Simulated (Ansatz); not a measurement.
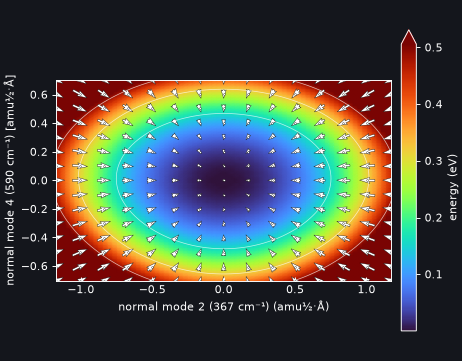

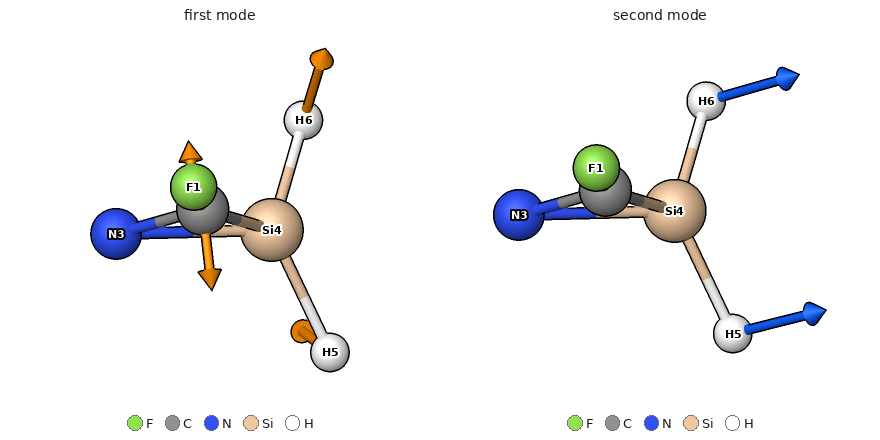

Energy landscape of CH2FNSi, SMILES FC1=N[SiH2]1. The first coordinate is: normal mode 2 (367 cm⁻¹); the second: normal mode 4 (590 cm⁻¹). Nothing is relaxed (straight displacements along the two mass-weighted modes). The scan uses a 15 × 15 grid; 120 points were computed and 105 follow by symmetry. Energies are in eV, from the lowest grid point. The calculation used RKS SPW92 (LDA)/def2-TZVP (Ansatz).

The picture shows a smooth colour map with a few white contour lines, dots at the grid points, arrows along the force (downhill), their lengths compressed, one colour for all values above the top of the scale. Between grid points the surface is interpolated. The second picture is the structure at the lowest point

Question: Where are the wells?

Answer: The lowest grid point is at normal mode 2 (367 cm⁻¹) = 0.000 amu½·Å, normal mode 4 (590 cm⁻¹) = 0.000 amu½·Å. It is the only kind of minimum in the scanned range. The highest grid point, normal mode 2 (367 cm⁻¹) = −1.173 amu½·Å, normal mode 4 (590 cm⁻¹) = −0.705 amu½·Å, lies 1.01 eV above the lowest.

The values on the grid:

```csv
"normal mode 4 (590 cm⁻¹) ↓, normal mode 2 (367 cm⁻¹) →",−1.173,−1.006,−0.838,−0.670,−0.503,−0.335,−0.168,0.000,0.168,0.335,0.503,0.670,0.838,1.006,1.173
0.705,0.96,0.81,0.68,0.57,0.50,0.44,0.41,0.40,0.41,0.44,0.50,0.57,0.68,0.81,0.96
0.604,0.82,0.67,0.54,0.45,0.37,0.32,0.29,0.28,0.29,0.32,0.37,0.45,0.54,0.67,0.82
0.503,0.70,0.55,0.43,0.34,0.27,0.22,0.20,0.19,0.20,0.22,0.27,0.34,0.43,0.55,0.70
0.403,0.61,0.46,0.35,0.26,0.19,0.15,0.12,0.12,0.12,0.15,0.19,0.26,0.35,0.46,0.61
0.302,0.54,0.39,0.28,0.20,0.14,0.09,0.07,0.06,0.07,0.09,0.14,0.20,0.28,0.39,0.54
0.201,0.48,0.35,0.24,0.15,0.10,0.06,0.03,0.03,0.03,0.06,0.10,0.15,0.24,0.35,0.48
0.101,0.46,0.32,0.21,0.13,0.07,0.04,0.01,0.01,0.01,0.04,0.07,0.13,0.21,0.32,0.46
0.000,0.45,0.31,0.20,0.12,0.07,0.03,0.01,0.00,0.01,0.03,0.07,0.12,0.20,0.31,0.45
−0.101,0.47,0.33,0.22,0.13,0.08,0.04,0.01,0.01,0.01,0.04,0.08,0.13,0.22,0.33,0.47
−0.201,0.50,0.36,0.25,0.16,0.10,0.06,0.03,0.03,0.03,0.06,0.10,0.16,0.25,0.36,0.50
−0.302,0.56,0.41,0.30,0.21,0.14,0.09,0.07,0.06,0.07,0.09,0.14,0.21,0.30,0.41,0.56
−0.403,0.65,0.49,0.36,0.27,0.20,0.15,0.12,0.11,0.12,0.15,0.20,0.27,0.36,0.49,0.65
−0.503,0.75,0.58,0.45,0.35,0.27,0.22,0.19,0.18,0.19,0.22,0.27,0.35,0.45,0.58,0.75
−0.604,0.87,0.70,0.56,0.45,0.37,0.31,0.28,0.27,0.28,0.31,0.37,0.45,0.56,0.70,0.87
−0.705,1.01,0.83,0.69,0.57,0.49,0.43,0.39,0.38,0.39,0.43,0.49,0.57,0.69,0.83,1.01
```

The input of one point:

```yaml
crystal:
  periodic: [false, false, false]
  atoms:
    - { symbol: F, position_ang: [1.423451, -1.606612, 0.851441] }
    - { symbol: C, position_ang: [0.511763, -0.81926, 0.333682] }
    - { symbol: "N", position_ang: [-0.625969, -1.111739, -0.125219] }
    - { symbol: Si, position_ang: [-0.277629, 0.662035, -0.232036] }
    - { symbol: H, position_ang: [0.006197, 1.239066, -1.572737] }
    - { symbol: H, position_ang: [-0.995713, 1.57261, 0.698668] }
basis:
  gaussian: { orbitals: def2-TZVP }
hamiltonian:
  xc: lda
output:
  forces: true
```

Each point was launched as `ansatz run input.yaml --threads 1 --pin off --max-ram 2560MiB --backend cpu --events-out ev --progress --plain --runs-dir out`. The whole map (120 points run) took 4.8 min on 1 thread of Arm Neoverse V1, with other jobs on the host.
